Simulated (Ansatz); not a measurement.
**Abstraction of H: GeH4 + GeH(CH3)Br → GeH3 + GeH2(CH3)Br**

Species: GeH4 (germane) `[GeH4]`, singlet; GeH(CH3)Br, doublet; GeH3 `[GeH3]`, doublet; GeH2(CH3)Br, singlet. A radical takes H: the energy is the difference in strength between two Ge–H bonds in different surroundings.

Shapes, held fixed at every level: PBE0-D4/def2-TZVP. Programs: Ansatz 0.2.0. The zero-point and thermal change to 298 K, harmonic and unscaled (PBE0-D4/def2-TZVP), is -1.2 kJ/mol.

```
              level                    kind  ΔH(298 K) (kJ/mol)  less CCSD(T)/def2-TZVPP
       MP2/def2-SVP     perturbation theory                +1.0                     -2.6
     MP2/def2-TZVPP     perturbation theory                +2.0                     -1.6
  PBE-D4/def2-TZVPP                     GGA               +14.2                    +10.6
B3LYP-D4/def2-TZVPP           global hybrid               +12.5                     +8.9
 wB97M-V/def2-TZVPP  range-separated hybrid                +7.2                     +3.6
 wB97X-V/def2-TZVPP  range-separated hybrid                +6.9                     +3.3
 CCSD(T)/def2-TZVPP   coupled cluster or CI                +3.6                      0.0
```

The highest level, CCSD(T)/def2-TZVPP, gives ΔH(298 K) = +3.6 kJ/mol; the levels span +1.0 to +14.2. That is about zero within the method's error. The column of differences is taken from that level and isn't an error. No measured value is set beside it here. Open shells run unrestricted. Relativity is left out for Br, Ge. Outer-core shells of Br, Ge are correlated, in sets that cover them unevenly.

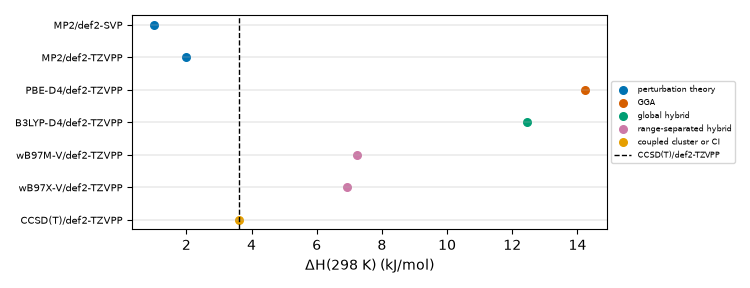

The values of the table, level by level.
